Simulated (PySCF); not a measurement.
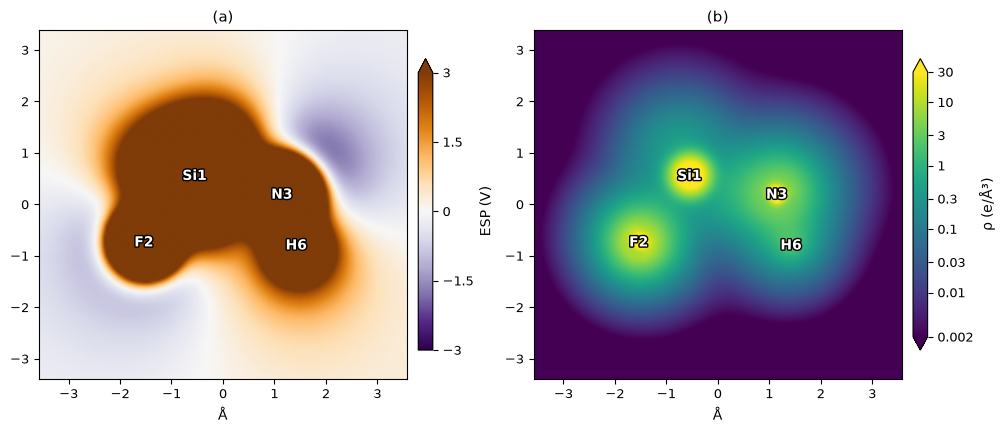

Figure. FH3NSi (SMILES [NH][SiH2]F) (doublet). (a) electrostatic potential; (b) electron density on the plane of atoms Si1, N3 and H6.

Geometry: PBE0-D3(BJ)/def2-SVP.

Theory: PySCF 2.14.0, density-fitted response routines, UKS B3LYP, IGLO-III on F N Si, pcH-1 on H, non-relativistic, mean-field spin-orbit, GIAO.

Input file:

```
{"job": {"kind": "epr"}, "charge": 0, "multiplicity": 2}
Si    -0.077081     0.361690     0.219837
F      1.035522     0.074532     1.371331
N     -0.339448    -0.951584    -0.886134
H      0.391611     1.524845    -0.580927
H     -1.374603     0.629185     0.897807
H      0.202122    -1.812847    -0.750973
```

Command:

```sh
OMP_NUM_THREADS=1 python cluster_run.py task.json out
```

> Read the bonding off the picture.

Atoms in the plane: Si, F, N and H.
Si–F (1.63 Å): ρ at the midpoint is about 1.1 e/Å³.
Si–N (1.74 Å): the density is about 1.1 e/Å³ at the midpoint.
N–H (1.03 Å): ρ at the midpoint is about 2.7 e/Å³.
Outside the dense part of the molecule the potential is most negative (−1.7 V) near N3.
